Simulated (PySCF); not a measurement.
C₅H₂BrN₂P (SMILES N#Cc1cpcc(Br)n1)

Input file:

```
{"job": {"kind": "uv", "xc": "wB97X-D", "basis": "def2-SVPD", "nstates": 8, "ntriplets": 3}, "charge": 0, "multiplicity": 1}
N     -3.285504    -1.170854    -0.677182
C     -2.231848    -0.780730    -0.459760
C     -0.939500    -0.236933    -0.193381
C     -0.813254     1.145974    -0.150405
P      0.688629     1.963505     0.159564
C      1.719141     0.579370     0.349009
C      1.255303    -0.716948     0.240266
Br     2.507429    -2.150599     0.473630
N      0.036712    -1.117571    -0.008719
H     -1.698587     1.744924    -0.319706
H      2.766904     0.742533     0.560721
```

Command:

```sh
OMP_NUM_THREADS=1 python probes_run.py task.json out
```

Geometry: GFN2-xTB.

Computed with PySCF 2.14.0, wB97X-D/def2-SVPD, SCF density, gas phase.

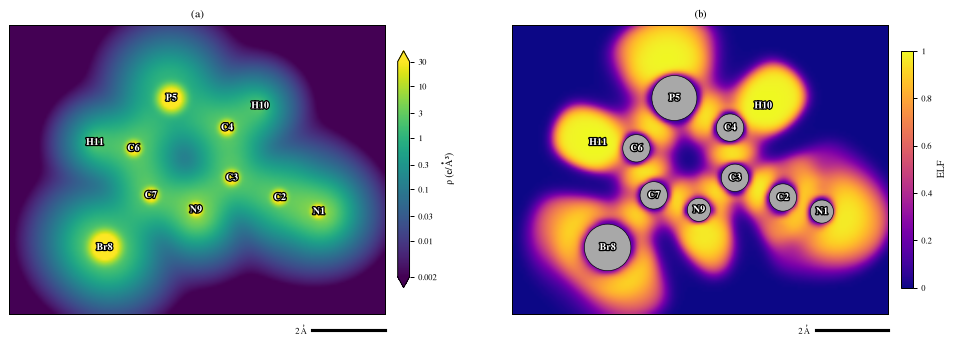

Figure 1. (a) electron density; (b) electron localisation function on the molecular plane. Grey discs cover the atomic cores in the ELF map.

**What do the fields say about this system?**

- The section cuts through N, C, P, Br and H sites.
- C–N (1.14 Å): the density is about 3.6 e/Å³ at the midpoint; the ELF peaks at about 0.90 between the atoms: a short, multiple covalent bond.
- C–C (1.38 Å): ρ is about 2.1 e/Å³ halfway; the ELF peaks at about 0.95 between the atoms; a covalent bond.
- C–P (1.74 Å): ρ is about 1.3 e/Å³ halfway; the ELF peaks at about 0.95 between the atoms, as expected for localised, covalent bonding.
- C–Br (1.92 Å): the density is about 1.1 e/Å³ at the midpoint; the ELF peaks at about 0.90 between the atoms (a covalent bond).
- C–H (1.08 Å): ρ is about 2 e/Å³ halfway; the ELF climbs to about 1 towards the hydrogen, as it does in any bond to H: an ordinary covalent bond to hydrogen.
- The ELF also peaks beside Br8, N9, N1 and P5, away from the bonds: lone-pair regions.

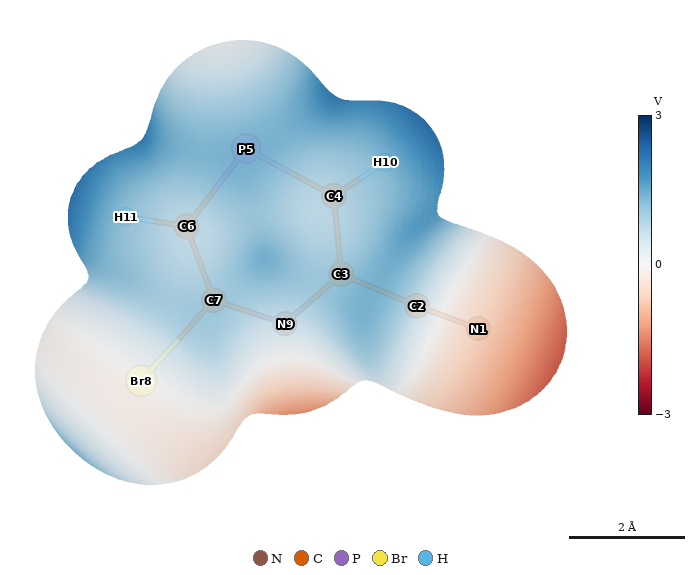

Figure 2. The molecular electrostatic potential painted on the density surface at 0.004 e/bohr³, seen across its widest extent; the colour scale runs from red (negative) to blue (positive).

**Describe the electrostatic potential map.**

The most negative region (about −1.8 V) lies over N1, the most positive (about +2.2 V) over H10 and H11. Br8 shows a σ-hole: about +1.6 V at the tip opposite its bond, against about −0.2 V on its flanks. N1 is the likeliest acceptor of a hydrogen bond.

**How polar is the molecule by this calculation?**

Its dipole moment is 4.55 D.

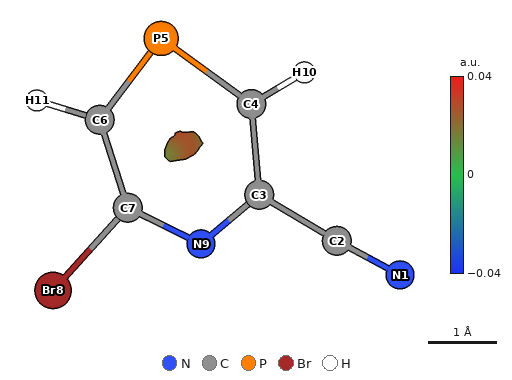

Figure 3. Non-covalent interaction (NCI) plot: the surface where the reduced density gradient is 0.5, for densities under 0.05 a.u., coloured by sign(λ₂)ρ; seen at a tilt.

**What holds or crowds the atoms apart from the covalent bonds?**

Inside the ring or cage of C3, C4, P5, C6, C7 and N9: steric crowding (red).
